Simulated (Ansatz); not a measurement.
# C$_{2}$H$_{4}$AlF: what the fields show

```tsv
atom	x (Å)	y (Å)	z (Å)
C	-0.1219	0.7012	0.3987
C	1.1595	0.9497	0.0713
Al	-0.9313	-0.9668	-0.1479
F	-2.5191	-1.2994	0.2480
H	-0.6528	1.4737	0.9714
H	1.7645	0.2327	-0.4998
H	1.6779	1.8762	0.3512
H	-0.1412	-2.0549	-0.9706
```

Geometry: B3LYP-D3(BJ)/def2-SVP.

These are results of Ansatz, isolated molecule in a Gaussian basis; Kohn-Sham density functional theory, functional PBE0, not measurements.

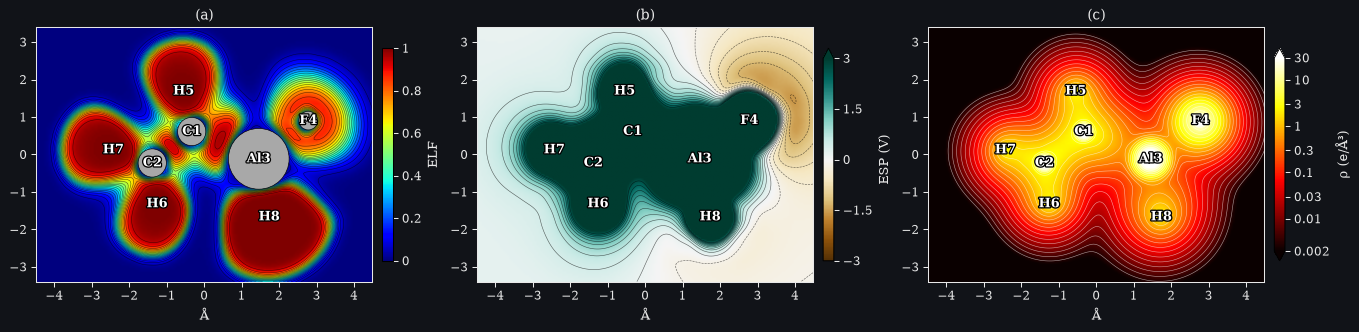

Figure 1. (a) electron localisation function; (b) molecular electrostatic potential; (c) total electron density on the molecular plane. Grey discs cover the atomic cores in the ELF map.

Question: Describe what can be read from this map.

Answer: Atoms in the plane: C, Al, F and H.
C–C (1.35 Å): ρ at the midpoint is about 2.3 e/Å³; the ELF peaks at about 0.95 between the atoms; localised, covalent bonding.
Al–F (1.67 Å): ρ is about 0.85 e/Å³ halfway; the ELF peaks at about 0.85 in the valence shell of F, 0.6 Å from its nucleus, and is about 0.25 at the midpoint.
C–Al (1.93 Å): ρ is about 0.75 e/Å³ halfway; the ELF peaks at about 0.95 between the atoms: a polar covalent bond.
C–H (1.10 Å): the density is about 2 e/Å³ at the midpoint; the ELF climbs to about 1 towards the hydrogen, as it does in any bond to H: an ordinary covalent bond to hydrogen.
Al–H (1.58 Å): ρ is about 0.57 e/Å³ halfway; the ELF climbs to about 1 towards the hydrogen.
The ELF also peaks beside F4, away from the bonds: lone-pair regions.
Outside the dense part of the molecule the potential is most negative (−1.6 V) near F4.

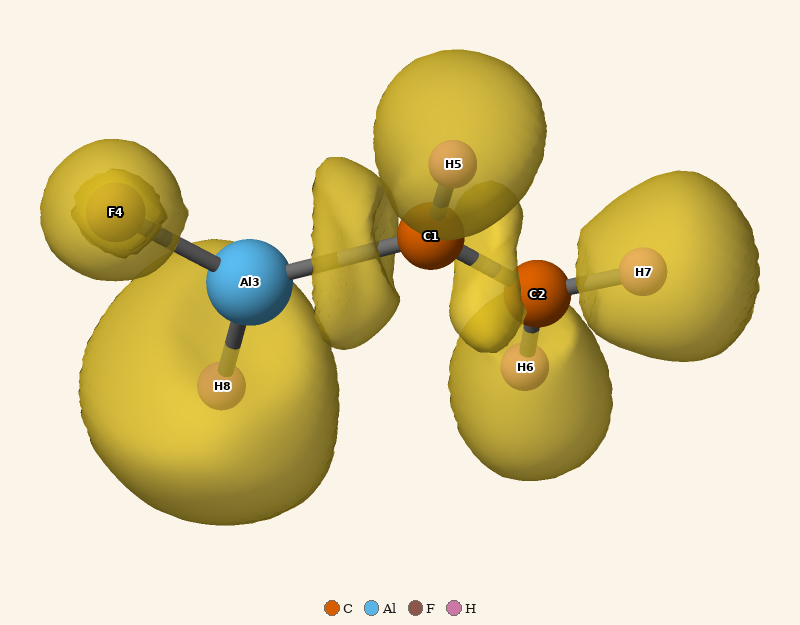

Figure 2. Isosurface of the electron localisation function at 0.8 (yellow), seen at an oblique angle. Only the valence region is drawn (cores and ρ < 0.01 e/Å³ removed).

Question: Where are the electrons localised?

Answer: The surface consists of one region between bonded Al–C atoms (shared pairs), one region between bonded C–C atoms (shared pairs), four regions around hydrogen nuclei and one region wrapped around F (its valence shell).

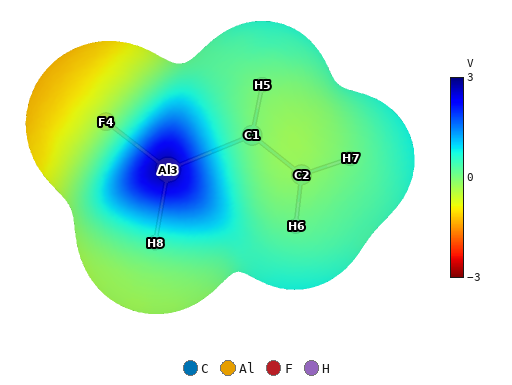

Figure 3. The electrostatic potential painted on the density surface at 0.001 e/bohr³, seen across its widest extent; the colour scale runs from red (negative) to blue (positive).

Question: Which sites attract a positive test charge, and which a negative one?

Answer: A positive charge is drawn to the negative regions and a negative charge to the positive ones. The most negative region (about −1.3 V) lies over F4, the most positive (about +2.6 V) over Al3.

Question: How polar is the molecule by this calculation?

Answer: Its dipole moment is 2.14 D.

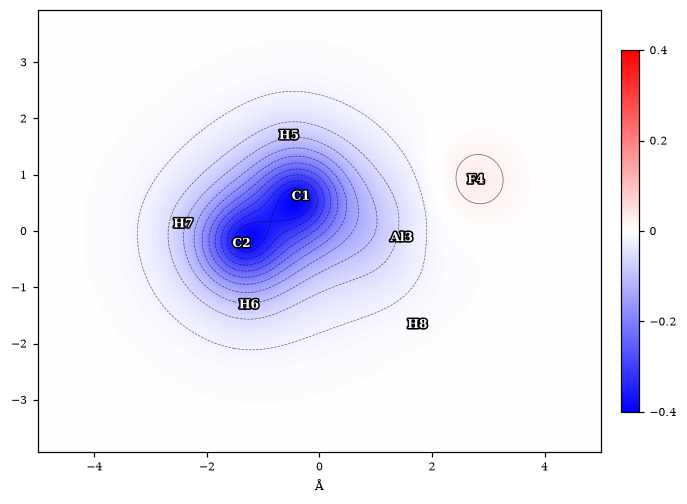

Figure 4. One frontier orbital on a plane 0.8 Å above the molecular plane (values in Å⁻³ᐟ²; the overall sign is arbitrary).

Question: Which orbital is it: HOMO or LUMO?

Answer: The HOMO, at −8.36 eV. By Hirshfeld shares it lies mainly on C1 (about 40 %) and C2 (about 40 %); it changes sign across the molecular plane (π type); π-bonding across C1–C2.
